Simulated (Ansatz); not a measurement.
Input file:

```
basis:
  gaussian:
    orbitals: def2-TZVPD
crystal:
  periodic: [false, false, false]
  atoms:
    - {symbol: C, position_ang: [-0.672105, 1.370528, 1.558962]}
    - {symbol: Ge, position_ang: [0.923152, 0.412280, 0.989758]}
    - {symbol: O, position_ang: [2.265480, 1.554592, 1.305664]}
    - {symbol: S, position_ang: [0.853269, -0.143999, -1.188682]}
    - {symbol: H, position_ang: [-0.589441, 1.632069, 2.624472]}
    - {symbol: H, position_ang: [-0.770975, 2.296492, 0.973943]}
    - {symbol: H, position_ang: [-1.563992, 0.747152, 1.403122]}
    - {symbol: H, position_ang: [1.161091, -0.932945, 1.711451]}
    - {symbol: H, position_ang: [3.105184, 1.246419, 0.939133]}
    - {symbol: H, position_ang: [0.535225, 1.107704, -1.594627]}
hamiltonian:
  xc: pbe0
output: {forces: true, orbitals: {seedname: orbitals}}
```

Run with:

```sh
ansatz run input.yaml --threads 2 --pin off --max-ram 4350MiB --events-out events.jsonl --progress --plain --runs-dir runs
```

Geometry: B3LYP-D3(BJ)/def2-SVP.

Computed with Ansatz, isolated molecule in a Gaussian basis; Kohn-Sham density functional theory, functional PBE0.

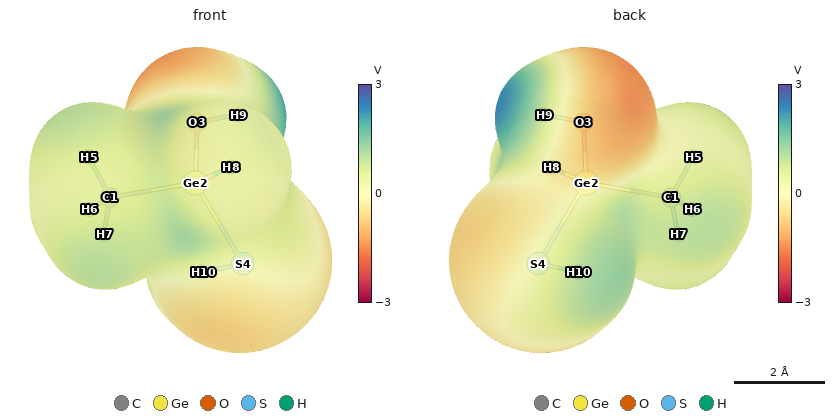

CH₆GeOS. The electrostatic potential painted on the density surface at 0.002 e/bohr³, seen from the front and from behind; the colour scale runs from red (negative) to blue (positive).

### Describe the electrostatic potential map.

The most negative region (about −1.5 V) lies over O3, the most positive (about +2.2 V) over H9. O3 is the likeliest acceptor of a hydrogen bond.

### What dipole moment does the calculation give?

Its dipole moment is 0.80 D.
